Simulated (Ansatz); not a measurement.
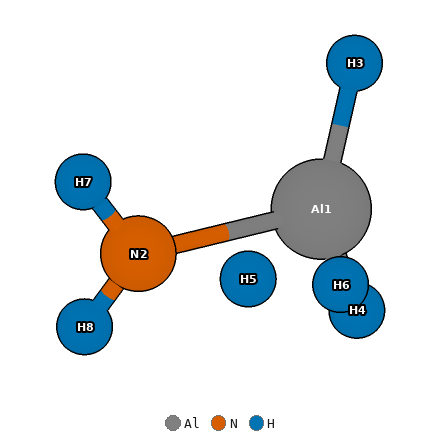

The system is the reacting system AlH6N (fragments AlH₄N + H₂ where the first distance is long, AlH₆N where the second is long); the picture shows the reference structure. First axis: distance Al1–H6 (bond that forms). Second axis: distance H5–H6 (bond that breaks). Relaxed at each point: all other coordinates. The scan uses a 13 × 13 grid. Points are written as (first, second). All energies are given in eV relative to the lowest grid point. Energies and slopes of some neighbouring points disagree (a jump in structure or state, or too coarse a mesh). The reference is spin-restricted, so regions where a bond is pulled apart into radicals lie too high. All numbers below come from RKS PBE0-D4/def2-TZVP in Ansatz 0.2.0.

Its coordinates:

```json
{"atom": "Al", "x (Å)": "-0.4255", "y (Å)": "-0.9122", "z (Å)": "0.5276"}
{"atom": "N", "x (Å)": "-0.0076", "y (Å)": "0.9491", "z (Å)": "-0.6382"}
{"atom": "H", "x (Å)": "-0.6169", "y (Å)": "-2.1762", "z (Å)": "-0.3936"}
{"atom": "H", "x (Å)": "-1.0773", "y (Å)": "-0.6165", "z (Å)": "1.9315"}
{"atom": "H", "x (Å)": "1.0174", "y (Å)": "0.3307", "z (Å)": "-0.0207"}
{"atom": "H", "x (Å)": "1.4936", "y (Å)": "-0.3402", "z (Å)": "0.5239"}
{"atom": "H", "x (Å)": "-0.0572", "y (Å)": "0.9255", "z (Å)": "-1.6471"}
{"atom": "H", "x (Å)": "-0.3262", "y (Å)": "1.8399", "z (Å)": "-0.2834"}
```

Range: distance Al1–H6 (bond that forms) from 1.368 to 3.168 Å; distance H5–H6 (bond that breaks) from 0.666 to 2.166 Å.

> Predict the map.

The lowest grid point is at (1.560 Å, 2.166 Å). It lies at the edge of the scanned range, so the true minimum may lie outside. Other grid points that lie below all their neighbours: (2.624 Å, 0.733 Å) (0.37 eV higher). The highest grid point, (3.168 Å, 2.166 Å), lies 2.80 eV above the lowest.

```csv
"second ↓, first →",1.368,1.449,1.560,1.686,1.824,1.971,2.125,2.286,2.452,2.624,2.801,2.982,3.168
2.166,0.47,0.17,0.00,0.02,0.19,0.47,0.81,1.18,1.55,1.90,2.23,2.53,2.80
2.011,0.54,0.24,0.06,0.07,0.24,0.51,0.84,1.20,1.56,1.90,2.22,2.51,2.76
1.860,0.63,0.33,0.14,0.15,0.31,0.57,0.89,1.24,1.58,1.91,2.22,2.49,2.73
1.713,0.74,0.43,0.24,0.24,0.39,0.64,0.95,1.29,1.62,1.93,2.22,2.47,2.70
1.570,0.88,0.57,0.37,0.36,0.50,0.73,1.03,1.35,1.66,1.95,2.22,2.45,2.65
1.431,1.05,0.74,0.53,0.50,0.63,0.85,1.12,1.42,1.71,1.98,2.22,2.41,2.56
1.297,1.27,0.94,0.72,0.68,0.79,0.98,1.23,1.50,1.75,1.98,2.15,2.25,2.30
1.168,1.52,1.18,0.95,0.89,0.97,1.13,1.33,1.54,1.67,1.71,1.74,1.77,1.79
1.046,1.82,1.46,1.20,1.10,1.13,1.20,1.21,1.20,1.20,1.21,1.22,1.23,1.24
0.931,2.09,1.66,1.44,1.14,0.95,0.84,0.78,0.75,0.74,0.74,0.75,0.76,0.77
0.826,1.92,1.47,1.06,0.86,0.67,0.55,0.49,0.46,0.45,0.44,0.45,0.45,0.46
0.733,1.91,1.46,1.04,0.75,0.60,0.49,0.42,0.39,0.37,0.37,0.37,0.37,0.37
0.666,2.08,1.63,1.21,0.92,0.76,0.64,0.57,0.54,0.52,0.51,0.51,0.51,0.51
```

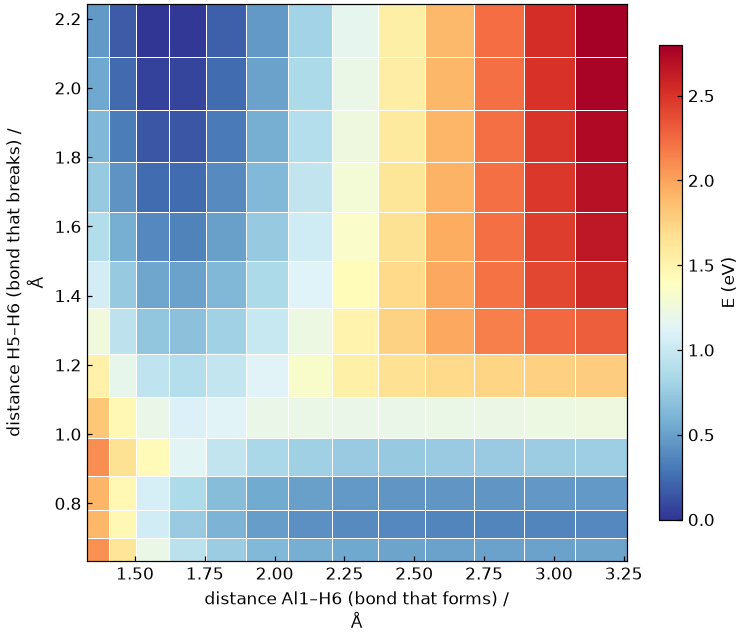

Drawn: one coloured cell a grid point.

The whole map (169 points run) took 25 min on 1 thread of Arm Neoverse V1, on a shared host.
